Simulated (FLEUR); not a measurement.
# Magnetic state of CrCoGe from several starts

Aim: find out whether CrCoGe carries moments, and which collinear order costs least.

Main program and level: FLEUR MaX-R8.1; PBEsol; all-electron FLAPW, Dirac cores, scalar-relativistic bands.

### 1. The structure

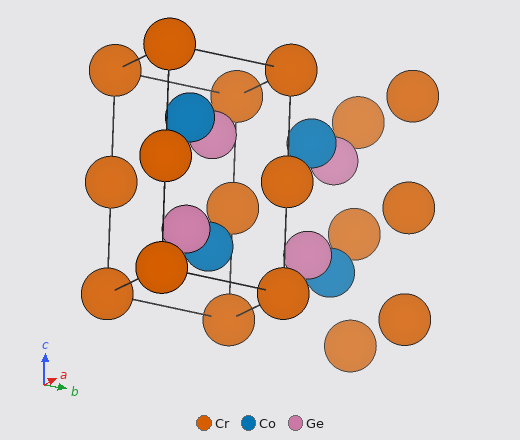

Start, viewed from a free direction; chromium orange, cobalt blue, germanium pink. 1×2×1 cells are drawn. Some periodic images of atoms are drawn too.

Coordinates:

```xyz
6
Lattice="4.0920 0.0000 0.0000 -2.0460 3.5438 0.0000 0.0000 0.0000 5.1450" Properties=species:S:1:pos:R:3 pbc="T T T"
Cr    0.0000    0.0000    0.0000
Cr    0.0000    0.0000    2.5725
Co    0.0000    2.3625    1.2862
Co    2.0460    1.1813    3.8587
Ge    0.0000    2.3625    3.8587
Ge    2.0460    1.1813    1.2862
```

### 2. Order 1, typed as ferro ++++

The parallel start is the test of whether parallel moments hold.

inpgen writes inp.xml from crystal.txt; cutoffs, mixing, functional, smearing and local orbitals are then set in the file. The k list default-1 (kpts.xml, not shown) is a Γ-centred 8×8×8 mesh; where the ranks do not divide the number of points, some are split in two of half the weight.

The input, inp.xml:

```
<?xml version="1.0" encoding="UTF-8" standalone="no"?>
<fleurInput fleurInputVersion="0.39">
   <comment>
      CrCoGe
   </comment>
   <calculationSetup>
      <cutoffs Kmax="3.76" Gmax="11.3" GmaxXC="11.3" numbands="0"/>
      <scfLoop itmax="90" minDistance="0.00002" maxIterBroyd="15" imix="Anderson" alpha="0.05" precondParam="0.0" spinf="2.0" sdNocoIR="T"/>
      <coreElectrons ctail="T" frcor="F" kcrel="0" coretail_lmax="0"/>
      <xcFunctional name="PBEs" relativisticCorrections="F"/>
      <magnetism jspins="2"/>
      <soc l_soc="F" theta="0.0" phi="0.0" spav="F"/>
      <expertModes spex="0" secvar="F"/>
      <geometryOptimization l_f="F" forcealpha="1.0" forcemix="BFGS" epsdisp="0.00001" epsforce="0.00001"/>
      <ldaU l_linMix="F" mixParam="0.05" spinf="1.0"/>
   </calculationSetup>
   <cell>
      <bzIntegration valenceElectrons="90.0" mode="hist" fermiSmearingEnergy="0.00183747">
         <kPointListSelection listName="default-1"/>
         <xi:include xmlns:xi="http://www.w3.org/2001/XInclude" href="kpts.xml"> </xi:include>
      </bzIntegration>
      <xi:include xmlns:xi="http://www.w3.org/2001/XInclude" href="sym.xml"> </xi:include>
      <bulkLattice scale="1.0">
         <bravaisMatrix>
            <row-1>    7.7327593018820959     0.0000000000000000     0.0000000000000000</row-1>
            <row-2>   -3.8663796509315995     6.6967659967716555     0.0000000000000000</row-2>
            <row-3>    0.0000000000000000     0.0000000000000000     9.7226409110669980</row-3>
         </bravaisMatrix>
      </bulkLattice>
   </cell>
   <atomSpecies>
      <species name="Chromium (2.501" element="Cr" atomicNumber="24">
         <mtSphere radius="2.37" gridPoints="783" logIncrement="0.015"/>
         <atomicCutoffs lmax="8" lnonsphr="6"/>
         <electronConfig flipSpins="F">
            <coreConfig>(1s1/2) (2s1/2) (2p1/2) (2p3/2)</coreConfig>
            <valenceConfig>(3s1/2) (3p1/2) (3p3/2) (4s1/2) (3d3/2) (3d5/2)</valenceConfig>
            <stateOccupation state="(4s1/2)" spinUp="0.5" spinDown="0.5"/>
            <stateOccupation state="(3d3/2)" spinUp="1.0" spinDown="1.0"/>
            <stateOccupation state="(3d5/2)" spinUp="2.7505" spinDown="0.2495"/>
         </electronConfig>
         <energyParameters s="4" p="4" d="3" f="4"/>
         <lo type="SCLO" l="0" n="3" eDeriv="0"/>
         <lo type="SCLO" l="1" n="3" eDeriv="0"/>
      </species>
      <species name="Cobalt (Co2.000" element="Co" atomicNumber="27">
         <mtSphere radius="2.18" gridPoints="721" logIncrement="0.017"/>
         <atomicCutoffs lmax="8" lnonsphr="6"/>
         <electronConfig flipSpins="F">
            <coreConfig>(1s1/2) (2s1/2) (2p1/2) (2p3/2)</coreConfig>
            <valenceConfig>(3s1/2) (3p1/2) (3p3/2) (4s1/2) (3d3/2) (3d5/2)</valenceConfig>
            <stateOccupation state="(3d3/2)" spinUp="1.5" spinDown="1.3"/>
            <stateOccupation state="(3d5/2)" spinUp="3.0" spinDown="1.2"/>
         </electronConfig>
         <energyParameters s="4" p="4" d="3" f="4"/>
         <lo type="SCLO" l="0" n="3" eDeriv="0"/>
         <lo type="SCLO" l="1" n="3" eDeriv="0"/>
      </species>
      <species name="Germanium (Ge)" element="Ge" atomicNumber="32">
         <mtSphere radius="2.18" gridPoints="721" logIncrement="0.017"/>
         <atomicCutoffs lmax="8" lnonsphr="6"/>
         <electronConfig flipSpins="F">
            <coreConfig>(1s1/2) (2s1/2) (2p1/2) (2p3/2) (3s1/2) (3p1/2) (3p3/2)</coreConfig>
            <valenceConfig>(4s1/2) (3d3/2) (3d5/2) (4p1/2) (4p3/2)</valenceConfig>
            <stateOccupation state="(4p1/2)" spinUp="0.333333" spinDown="0.333333"/>
            <stateOccupation state="(4p3/2)" spinUp="0.666667" spinDown="0.666667"/>
         </electronConfig>
         <energyParameters s="4" p="4" d="3" f="4"/>
      </species>
   </atomSpecies>
   <atomGroups>
      <atomGroup species="Chromium (2.501">
         <relPos label="                   1">.0000000000 .0000000000 .0000000000</relPos>
         <relPos label="                   2">.0000000000 .0000000000 1.000/2.000</relPos>
         <force calculate="T" relaxXYZ="TTT"/>
      </atomGroup>
      <atomGroup species="Cobalt (Co2.000">
         <relPos label="                   3">1.000/3.000 -1.000/3.000 1.000/4.000</relPos>
         <relPos label="                   4">-1.000/3.000 1.000/3.000 -1.000/4.000</relPos>
         <force calculate="T" relaxXYZ="TTT"/>
      </atomGroup>
      <atomGroup species="Germanium (Ge)">
         <relPos label="                   5">1.000/3.000 -1.000/3.000 -1.000/4.000</relPos>
         <relPos label="                   6">-1.000/3.000 1.000/3.000 1.000/4.000</relPos>
         <force calculate="T" relaxXYZ="TTT"/>
      </atomGroup>
   </atomGroups>
   <output dos="F" band="F" slice="F">
      <bandDOS minEnergy="-.5*Htr" maxEnergy="0.5*Htr" sigma="0.015" storeEVData="T"/>
      <plotting iplot="0" polar="F">
         <plot TwoD="T" vec1="  1.0  0.0  0.0" vec2="  0.0  1.0  0.0" vec3="  0.0  0.0  1.0" zero="  0.0  0.0  0.0" file="plot"/>
      </plotting>
      <moessbauerParams electricFieldGradient="F" isomerShift="F" coreHyperfine="F" valenceHyperfine="F"/>
   </output>
</fleurInput>
```

The input, crystal.txt:

```
CrCoGe
&input film=F cartesian=F /
4.09200000001  0.00000000000  0.00000000000
-2.04600000000  3.54377595229  0.00000000000
0.00000000000  0.00000000000  5.14500000000
1.8897261246
1.0 1.0 1.0

6
24 0.00000000000  0.00000000000  0.00000000000 : 2.501
24 0.00000000000  0.00000000000  0.50000000000 : 2.501
27 0.33333333333  0.66666666667  0.25000000000 : 2.000
27 0.66666666667  0.33333333333  0.75000000000 : 2.000
32 0.33333333333  0.66666666667  0.75000000000
32 0.66666666667  0.33333333333  0.25000000000

&kpt div1=8 div2=8 div3=8 gamma=T /
```

Run with:

```sh
$ OMP_NUM_THREADS=1 inpgen -f crystal.txt > inpgen.log  # inp.xml is then edited as shown
$ OMP_NUM_THREADS=1 mpirun -n 4 fleur_MPI > fleur.log
```

What it wrote:

```text
Welcome to FLEUR        (www.flapw.de)
      MaX-Release 8.1          (www.max-centre.eu)

 ========== k-point set info ==========
 Selected k-point list: default-1
 k-point list type: mesh
 0 x 0 x 0
 Number of k points: 52

 ------------Calculation Setup---------------------------
 Number of MPI-tasks      :            4
 Number of PE/node        :            4
 Number of OMP-threads    :            1
 k-points in parallel     :            4
 pe's per k-point         :            1
 No of k-point loops      :           13
 Eigenvalue solver        :       lapack
 Number of basis functions:          496
 Approximate size of matrices (H+S) per k-point:         0.004 GB
 --------------------------------------------------------
 Iteration:     1   Distance:      57.36982258 me/bohr^3
 Iteration:     2   Distance:      27.57617718 me/bohr^3
 Iteration:     3   Distance:      29.41334057 me/bohr^3
 Iteration:     4   Distance:      37.12819607 me/bohr^3
 Iteration:     5   Distance:      18.44839170 me/bohr^3
 Iteration:     6   Distance:      22.35399098 me/bohr^3
 Iteration:     7   Distance:      11.20543597 me/bohr^3
 Iteration:     8   Distance:       8.42337218 me/bohr^3
 Iteration:     9   Distance:      12.23939104 me/bohr^3
 Iteration:    10   Distance:      10.25163231 me/bohr^3
[... 19 iterations left out ...]
 Iteration:    30   Distance:       0.00154248 me/bohr^3
 Iteration:    31   Distance:       0.00098018 me/bohr^3
 Iteration:    32   Distance:       0.00081117 me/bohr^3
 Iteration:    33   Distance:       0.00067379 me/bohr^3
 Iteration:    34   Distance:       0.00027149 me/bohr^3
 Iteration:    35   Distance:       0.00012491 me/bohr^3
 Iteration:    36   Distance:       0.00009372 me/bohr^3
 Iteration:    37   Distance:       0.00005295 me/bohr^3
 Iteration:    38   Distance:       0.00003078 me/bohr^3
 Iteration:    39   Distance:       0.00001555 me/bohr^3

 ********************************************************************
 Run finished successfully
 Stop message:
   all done
 ********************************************************************

--- out.xml (last complete iteration) ---
<iteration numberForCurrentRun="   39" overallNumber="   39">
         [... left out ...]
         <bandgap value="0.0030284315" units="eV"/>
         <sumValenceSingleParticleEnergies value="-55.2745093994" units="Htr"/>
         <FermiEnergy value="0.3977976661" units="Htr"/>
         <valenceDensity>
            <mtCharges spin="1">
               <mtCharge atomType="1" total="7.2987336" s="1.1479583" p="3.1677174" d="2.9646389" f="0.0149711"/>
               <mtCharge atomType="2" total="8.1897117" s="1.1608930" p="3.1594263" d="3.8601905" f="0.0076079"/>
               <mtCharge atomType="3" total="6.0285342" s="0.4826046" p="0.5341518" d="4.9967653" f="0.0119880"/>
            </mtCharges>
            <mtCharges spin="2">
               <mtCharge atomType="1" total="5.4740734" s="1.1372543" p="3.1483067" d="1.1721614" f="0.0134803"/>
               <mtCharge atomType="2" total="7.6871853" s="1.1652914" p="3.1594550" d="3.3547975" f="0.0064793"/>
               <mtCharge atomType="3" total="6.0827490" s="0.4914410" p="0.5902154" d="4.9889175" f="0.0098294"/>
            </mtCharges>
            <spinDependentCharge spin="1" total="47.3453240" interstitial="4.3113650" mtSpheres="43.0339589"/>
            <spinDependentCharge spin="2" total="42.6546760" interstitial="4.1666606" mtSpheres="38.4880154"/>
            <totalCharge value="90.0000000000"/>
         </valenceDensity>
         [... left out ...]
         <allElectronCharges>
            <spinDependentCharge spin="1" total="85.3453240" interstitial="4.3125005" mtSpheres="81.0328235"/>
            <spinDependentCharge spin="2" total="80.6546760" interstitial="4.1678020" mtSpheres="76.4868740"/>
            <totalCharge value="165.9999999799"/>
         </allElectronCharges>
         <magneticMomentsInMTSpheres units="muBohr">
            <globalMagMoment atomType="1" vec="0.00000   0.00000   1.82466"/>
            <localMagMoment atomType="1" vec="0.00000   0.00000   1.82466"/>
            <globalMagMoment atomType="2" vec="0.00000   0.00000   0.50253"/>
            <localMagMoment atomType="2" vec="0.00000   0.00000   0.50253"/>
            <globalMagMoment atomType="3" vec="0.00000   0.00000  -0.05421"/>
            <localMagMoment atomType="3" vec="0.00000   0.00000  -0.05421"/>
         </magneticMomentsInMTSpheres>
         <moessbauerParams unitsHFF="kG" unitsIS="e/bohr^3" unitsEFG="Htr/bohr^2">
         </moessbauerParams>
         <totalEnergy value="    -9079.3322592242" units="Htr">
            <sumOfEigenvalues value="    -5220.7594833903">
               <coreElectrons value="-5165.4849739909"/>
               <valenceElectrons value="-55.2745093994"/>
            </sumOfEigenvalues>
            <densityCoulombPotentialIntegral value="-13969.2796237504"/>
            <densityEffectivePotentialIntegral value="-14452.8175018271"/>
            <chargeDenXCDenIntegral value="-368.9725767285"/>
            <FockExchangeEnergyValence value="0.0000000000"/>
            <FockExchangeEnergyCore value="0.0000000000"/>
            <atomTypeDependentContributions atomType="1">
               <electronNucleiInteractionDifferentMTs value="2498.5853573913"/>
               <MadelungTerm value="-20.8513205328"/>
            </atomTypeDependentContributions>
            <atomTypeDependentContributions atomType="2">
               <electronNucleiInteractionDifferentMTs value="3333.8932721526"/>
               <MadelungTerm value="-23.0149079459"/>
            </atomTypeDependentContributions>
            <atomTypeDependentContributions atomType="3">
               <electronNucleiInteractionDifferentMTs value="5044.9722923241"/>
               <MadelungTerm value="-36.4607387107"/>
            </atomTypeDependentContributions>
            <tkbTimesEntropy value="0.0016094657"/>
            <freeEnergy value="-9079.3338686899"/>
            <extrapolationTo0K value="-9079.3330639570"/>
         </totalEnergy>
         <densityConvergence units="me/bohr^3">
            <chargeDensity spin="1" distance="0.0000083906"/>
            <chargeDensity spin="2" distance="0.0000108365"/>
            <overallChargeDensity distance="0.0000115731"/>
            <spinDensity distance="0.0000155475"/>
         </densityConvergence>
      </iteration>
```

Run time: 3.7 min. Hardware: 4 MPI ranks of Arm Neoverse N1, shared host; peak memory 0.28 GiB; 14 min of CPU time.

Spin moment in the muffin-tin sphere by atom:

```tsv
atom	spin moment in the muffin-tin sphere (μB)
Cr1	1.82
Cr2	1.82
Co3	0.50
Co4	0.50
Ge5	-0.05
Ge6	-0.05
```

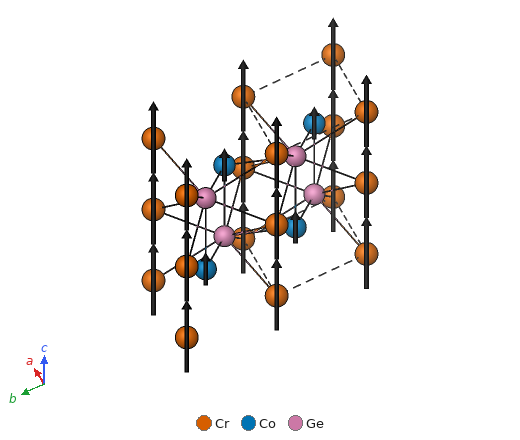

Spin moment in the muffin-tin sphere as arrows, the longest 1.82 μB. Up and down stand for the sign. Arrows give size and sign along the axis of quantisation, drawn up and down the page. Each arrow also spans its atom, so small moments look longer than they are. Bonds to atoms that aren't drawn are left out. 1×2×1 cells are drawn. Some periodic images of atoms are drawn too.

Numbers from this step:

```
free energy                                                       : -247061.2608 eV
program's band gap on this mesh (in a metal only a level spacing) : 0.003028 eV
magnetization                                                     : 4.691 μB
final state                                                       : ferromagnetic, with opposed induced moments
```

After 39 cycles the largest moment stands at 1.82 μB.

(Part 1 of 3 ends here.)

[Logs and program files are shortened in this print: banners, set-up blocks, solver, clock and traceback lines can be left out without a mark of their own.]

[Logs are printed without paths, hosts, clocks, repeated set-up lines and the standing remarks that a program may print on its own settings, such as how far it seeks lower states.]

[Hosts, paths, dates, database ids (printed as entryN), source tags and the programs' standing remarks are cut or masked in the printed files.]

[Where a cell is said to come from a database of computed structures, the database is the Materials Project.]
